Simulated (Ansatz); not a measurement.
# Ga2O3 (R-3c): a many-body input that goes wrong, and its mend

A first try at the G0W0 gap of Ga2O3 (R-3c), what the program said, and an input that works.

Main program and level: Ansatz 0.2.0; G0W0 on PBE, plane waves, PAW.

## 1. Set-up

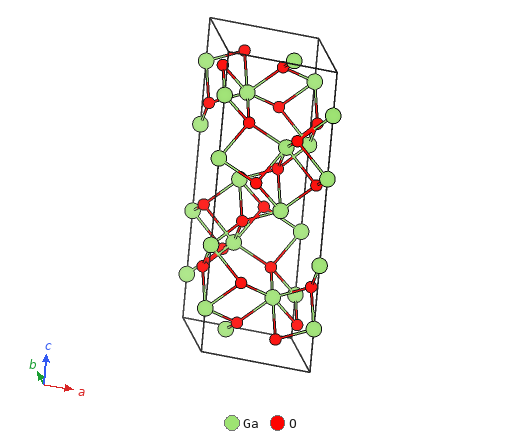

The cell as given, slightly off an axis (gallium green, oxygen red). This picture shows the conventional cell, with its axes. Some periodic images of atoms are drawn too.

The cell and positions are those that the Materials Project relaxed with its own functionals (PBE, PBE+U or r2SCAN), kept fixed. This is not the form that Ga2O3 usually takes at ambient conditions. The default PAW set here is soft_2. Its files were made with PBE.

## 2. First try

input.yaml

```yaml
crystal:
  lattice:
    - [2.4986991939, 1.4426246522, 4.4835497685]
    - [-2.4986991939, 1.4426246522, 4.4835497685]
    - [0.0, -2.8852493044, 4.4835497685]
  atoms:
    - { symbol: Ga, position: [0.85558558, 0.85558558, 0.85558558] }
    - { symbol: Ga, position: [0.64441442, 0.64441442, 0.64441442] }
    - { symbol: Ga, position: [0.14441442, 0.14441442, 0.14441442] }
    - { symbol: Ga, position: [0.35558558, 0.35558558, 0.35558558] }
    - { symbol: O, position: [0.75, 0.44683282, 0.05316718] }
    - { symbol: O, position: [0.44683282, 0.05316718, 0.75] }
    - { symbol: O, position: [0.05316718, 0.75, 0.44683282] }
    - { symbol: O, position: [0.25, 0.55316718, 0.94683282] }
    - { symbol: O, position: [0.94683282, 0.25, 0.55316718] }
    - { symbol: O, position: [0.55316718, 0.94683282, 0.25] }
kpoints:
  mp_grid: { grid: [4, 4, 4] }
hamiltonian:
  xc: pbe
scf:
  occupations: { method: fermi_dirac, width: 1.0 }
gw:
  n_empty_bands: 102
  ecut_chi: 60
  qp_bands: [v3, c3]
  qp_kpoints: band_edges
  screening: { model: contour_deformation }
```

Run with:

```console
$ ansatz run input.yaml --threads 3 --pin off --max-ram 92160MiB --backend cuda --events-out ev --progress --plain --runs-dir out --devices 1 --max-vram 13GiB
```

Numbers of over 12 decimals in the logs are rounded to 6 here.

Log:

```text
band count auto-derived: 71 (N_el = 88.0; filled up to band 44; 54 by the electrons, moments and atoms)
GPUs: using 1 of 1 available (devices: 1).
Engine: ansatz 0.2.0, x86_64-unknown-linux-gnu
Pseudopotentials: kind: paw
Pseudopotential: Ga, paw, valence charge 13, recommended cutoff 420 eV (normal), Ga.paw.azcp
Pseudopotential: O, paw, valence charge 6, recommended cutoff 420 eV (normal), O.paw.azcp
Functional definition: PBE
  parameter kappa = 0.804
  parameter beta = 0.066725
  exchange = pbe_x(kappa = kappa, mu = beta*pi^2/3)
  correlation = pbe_c(beta = beta)
device memory: the entry about to start is reckoned to put 2.8 GiB on a device that reports 57.4 GiB free (of which the cap on the GPU budget leaves the run 13.0 GiB)
GPU FFT provider: cuFFT
GPU libraries: cuBLAS 13.8.2, cuFFT 12.4.0, cuSOLVER 12.3.4
Crystal: 10 atoms, lattice volume = 96.971 Å³
Basis set: ecut = 420 eV, 1899 PW (Γ)
Bands: 71, of which v1, the nominal top of the filled ones, is band 44 counted from 1 (43 counted from 0)
Symmetry: 12 space group operations
Space group: R-3c (ITA 167), of the structure as read, at distance tolerance 4.6e-5 Å
k-points: 13 of 64
Non-local potential: Ga, projectors of the file, l = 0: 2, l = 1: 2, l = 2: 3, l = 3: 1
Non-local potential: O, projectors of the file, l = 0: 2, l = 1: 2, l = 2: 1
PAW form: soft (Blöchl's): semilocal exchange-correlation on the pseudo side does not see the compensation charge
PAW one-centre angular grid: Ga, 590 points (default); XC on 64 Gauss nodes
PAW one-centre angular grid: O, 110 points (default); XC on 64 Gauss nodes
Initial density: superposition of atomic densities (neutral atoms: chi_scale 0, normalization atom), corrected by the library's trained network
Initial wavefunctions: pseudopotential atomic-orbital guess
GPU buffer pool allocated for 46656 grid points (all kernels)
GPU transforms: local potential and band sums: pruned to the plane-wave sphere, on 36×36×36
Functional: x = pbe(κ = 0.804, μ = 0.219515), c = pbe(β = 0.066725)
SCF iter   1: F=—  HF=-18540.430636 eV  |F-HF|=—  |Δ(HF+E_count)|=         —  Δρ=5.52e-3  dr2=2.34e-2  ethr=1.77e-3  ⟨swp⟩=6.8  Hψ=3632  notcnv=0
preconditioner: auto → Kerker (q_TF=auto, 2.685 Å⁻¹)  [metal: Δε(μ)=1.334 eV  Ē_g=22.859 eV  σ=1.000 eV  W_gap=0.32  n_scr=26 (ndim 8)  ℏωp=35.4 eV  f_vac=0.015  D(μ)=0.63/eV (n_scr^D=0)]
SCF iter   2: F=—  HF=-18540.425857 eV  |F-HF|=—  |Δ(HF+E_count)|=   4.78e-3  Δρ=2.83e-3  dr2=3.64e-3  ethr=2.66e-5  ⟨swp⟩=2.5  Hψ=1615  notcnv=0
SCF iter   3: F=—  HF=-18540.425625 eV  |F-HF|=—  |Δ(HF+E_count)|=   2.31e-4  Δρ=1.08e-3  dr2=8.68e-4  ethr=4.13e-6  ⟨swp⟩=2.0  Hψ=1205  notcnv=0
SCF iter   4: F=—  HF=-18540.425525 eV  |F-HF|=—  |Δ(HF+E_count)|=   1.01e-4  Δρ=2.96e-4  dr2=5.63e-5  ethr=9.87e-7  ⟨swp⟩=2.8  Hψ=1441  notcnv=0
SCF iter   5: F=—  HF=-18540.425509 eV  |F-HF|=—  |Δ(HF+E_count)|=   1.61e-5  Δρ=1.31e-4  dr2=1.12e-5  ethr=6.40e-8  ⟨swp⟩=2.2  Hψ=1290  notcnv=0
SCF iter   6: F=—  HF=-18540.425513 eV  |F-HF|=—  |Δ(HF+E_count)|=   3.92e-6  Δρ=2.16e-5  dr2=4.46e-7  ethr=1.27e-8  ⟨swp⟩=2.4  Hψ=1584  notcnv=0
SCF iter   7: F=-18540.425513 eV  HF=-18540.425513 eV  |F-HF|=1.73e-8  |Δ(HF+E_count)|=   3.61e-7  Δρ=4.67e-6  dr2=3.01e-8  ethr=1.14e-10  ⟨swp⟩=4.5  Hψ=2848  notcnv=0
SCF 1 converged in 7 iterations: F = -18540.425513 eV  dr2 = 3.01e-8
[...]
device memory: the entry about to start is reckoned to put 3.5 GiB (of the 3.5 GiB reckoned in all, the device holds 0.1 GiB already) on a device that reports 53.5 GiB free (of which the cap on the GPU budget leaves the run 13.0 GiB)
NSCF: frozen V_eff on 13 k-points
[...]
device memory: the entry about to start is reckoned to put 3.9 GiB on a device that reports 53.6 GiB free (of which the cap on the GPU budget leaves the run 13.0 GiB)
NSCF: frozen V_eff on 13 k-points
SCF converged after 7 iterations
Free energy (F): -18540.425513 eV
Harris-Foulkes:  -18540.425513 eV  (|F-HF|=1.73e-8)
Internal energy: -18537.499863 eV  (E = F + TS)
E sigma→0 (E₀):  -18538.962688 eV
Entropy (-TS):   -2.925650 eV (-292.565 meV/atom)
Fermi energy:    12.306637 eV
--- Per-component energies (eV) ---
  E_band       = 9.938398
  E_kinetic    = 1526.325534
  E_local      = -8529.118148  (includes V_loc(G=0)·N_el)
  E_nonlocal   = 2022.209103
  E_hartree    = 3854.435762
  E_xc         = -714.727093
  E_vxc        = -793.385291  (∫ρ·V_xc dr)
  E_paw        = -8943.030477  (= ΣΔE_a)
  E_vpaw       = -1924.974036  (= ΣTr[D̂ρ^β])
  E_aug_tail   = 0.014581  (compensation charges beyond the density's cutoff)
  E_ewald      = -7753.609124
  E_smearing   = -2.925650  (= −TS)
  E_closure    = 0.000000  (closes the sum)
  Σ components = -18540.425513   (vs F -18540.425513, Δ=0.00e0)
--- Band table (eV; the first three rows and the last of 13) ---
  k-point 0: bands = [... 40 lower, 8.7832, 8.7832, 8.8397, 8.8397, 11.9205, 15.8087, 15.9600, 18.0060, ... 23 higher]
  k-point 1: bands = [... 40 lower, 8.4849, 8.5431, 8.8998, 9.0497, 13.4860, 15.6375, 16.4446, 17.2902, ... 23 higher]
  k-point 2: bands = [... 40 lower, 8.1164, 8.1164, 8.9400, 8.9400, 15.5203, 15.5203, 15.8537, 15.8537, ... 23 higher]
  k-point 12: bands = [... 40 lower, 8.7959, 8.7959, 8.7959, 8.7959, 14.9707, 14.9707, 16.9980, 16.9980, ... 23 higher]
```

It took 11 s on 1 × NVIDIA H100 80GB HBM3 (shared by 6 runs) with 3 threads of AMD EPYC 7R13 (Zen 3), shared host; peak memory 0.97 GiB.

Reading the cycles: dr2 is the Hartree energy of the density residual (eV), the measure of convergence; HF is the Harris–Foulkes estimate of the energy, which meets the free energy F at convergence.

**What went wrong?**

The self-consistent loop converged; the step after it was not made.

The fault: smeared occupations of electronvolts. A wide smearing fills conduction states and empties valence ones, so the start is no longer the insulator.

## 3. A better input

G0W0 replaces the xc potential by the self-energy, built once from these orbitals. Only a window of levels is corrected, while the sums run over the empty bands that the input names.

input.yaml, as its differences from that of step 2:

```diff
@@ -21,6 +21,6 @@
 scf:
-  occupations: { method: fermi_dirac, width: 1.0 }
+  occupations: { method: fixed }
 gw:
-  n_empty_bands: 102
-  ecut_chi: 60
+  n_empty_bands: 404
+  ecut_chi: 150
   qp_bands: [v3, c3]
```

Log:

```text
GPUs: using 1 of 1 available (devices: 1).
[...]
GPU FFT provider: cuFFT
GPU libraries: cuBLAS 13.8.2, cuFFT 12.4.0, cuSOLVER 12.3.4
Crystal: 10 atoms, lattice volume = 96.971 Å³
Basis set: ecut = 420 eV, 1899 PW (Γ)
Bands: 54, of which v1, the nominal top of the filled ones, is band 44 counted from 1 (43 counted from 0)
[... 1 set-up line as in the run before ...]
[...]
k-points: 13 of 64
[...]
GPU buffer pool allocated for 46656 grid points (all kernels)
[...]
SCF iter   1: F=—  HF=-18539.724869 eV  |F-HF|=—  |Δ(HF+E_count)|=         —  Δρ=1.02e-3  dr2=2.21e-4  ethr=1.77e-3  ⟨swp⟩=4.9  Hψ=2185  notcnv=0  defer=103
[...]
SCF iter   6: F=-18539.725587 eV  HF=-18539.725587 eV  |F-HF|=1.34e-8  |Δ(HF+E_count)|=   2.74e-7  Δρ=6.10e-6  dr2=2.27e-8  ethr=1.14e-10  ⟨swp⟩=10.2  Hψ=2512  notcnv=0
SCF 1 converged in 6 iterations: F = -18539.725587 eV  dr2 = 2.27e-8
[...]
0    42      8.8345   -28.1429     4.6081   -22.6203  0.7713     7.9104     7.9201  root
     0    43      8.8974   -27.0408     4.5784   -21.6108  0.7686     8.0373     8.0458  root
     0    44      8.8974   -27.0408     4.5784   -21.6108  0.7686     8.0373     8.0458  root
     0    45     11.9367   -13.4239    -3.6811   -17.9528  0.8298    12.7886    12.7845  root
     0    46     15.8182   -13.0208    -4.5407   -18.8227  0.8129    17.0940    17.0794  root
     0    47     15.9706    -9.8982    -4.5708   -15.4035  0.8266    16.9127    16.9051  root
     1    42      8.5970   -26.6823     4.5033   -21.3077  0.7690     7.7164     7.7256  root
     1    43      8.9579   -27.2555     4.6493   -21.7332  0.7682     8.0759     8.0849  root
[...]
12    44      8.8499   -27.6093     4.6043   -22.1203  0.7697     7.9560     7.9652  root
    12    45     14.9936   -13.6976    -4.1409   -18.9515  0.8119    16.1173    16.1066  root
    12    46     14.9936   -13.6976    -4.1409   -18.9515  0.8119    16.1173    16.1066  root
    12    47     17.0054   -11.5408    -4.9410   -17.6870  0.8142    18.2257    18.2105  root
[key lines of the parts left out:]
SCF converged after 6 iterations
Free energy (F): -18539.725587 eV
Fermi energy:    9.108500 eV
```

Wall time 39 s (1 × NVIDIA H100 80GB HBM3 (shared by 6 runs) with 3 threads); peak memory 1.7 GiB; 66 s of CPU time.

This step gave:

```yaml
bands_summed: 448
rpa_eps_infinity_on_this_mesh_eigenvalues: 4.175, 4.299, 4.299
plane_waves_in_the_screening_matrix: 405
q_points_in_the_mesh: 64
g0w0_gap_on_the_mesh: 4.540 eV
k_of_the_valence_top: 0, 0, 0.25
k_of_the_conduction_bottom: 0, 0, 0
starting_gap_on_the_mesh: 2.828 eV
z_at_the_valence_top: 0.7688
z_at_the_conduction_bottom: 0.8298
least_direct_g0w0_gap_on_the_computed_points: 4.739 eV
```

The gap on the mesh goes from 2.83 eV to 4.54 eV, a correction of +1.71 eV. Between the two edge states, bare exchange in place of the xc potential would open the gap by 10.06 eV, and correlation takes back 8.34 eV.

## 4. What came out

```yaml
first_try: the many-body step was refused after 11 s
better_run: G0W0 gap on the mesh 4.54 eV (4×4×4 mesh, 404 empty bands, screening to 150 eV)
```

The second run differs in: empty bands, screening cutoff (eV) and smearing (eV). Bands and cutoff are finite, so the gap is not at the basis limit. The miss can reach some tenths of an eV and take either sign; the mesh is an error of its own. The many-body steps are scalar-relativistic: spin-orbit coupling is not in them.

[Paths, hosts, dates, memory and timing lines, banners, echoed tables and standing remarks are left out of the program output.]

[Logs are printed without paths, hosts, clocks, repeated set-up lines and the standing remarks that a program may print on its own settings, such as how far it seeks lower states.]

[Runs of the session that timed out or met a known fault of the program may be left out.]

[Cells called generated may have been cut or substituted from an entry of the Crystallography Open Database or the Materials Project.]

[Hosts, paths, dates, database ids (printed as entryN), source tags and the programs' standing remarks are cut or masked in the printed files.]
